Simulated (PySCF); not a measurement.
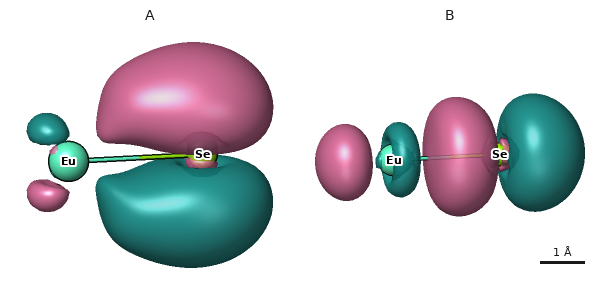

*EuSe (octet). Two frontier β-spin orbitals, each drawn at the value that holds 80 % of its norm (teal and pink are the two phases), in no order; of a degenerate pair one member is drawn.*

Theory: PBE0/x2c-SVPall, spin-free X2C-1e, Gaussian nucleus, at a bond length of 2.544 Å (PySCF 2.14.0).

### Label each orbital by symmetry, say whether it is occupied, and order them by energy.

Orbital B: σ, occupied in this spin, −5.02 eV; mainly on Se (75 %).
Orbital A: π, occupied in this spin, −4.75 eV; mainly on Se (85 %).
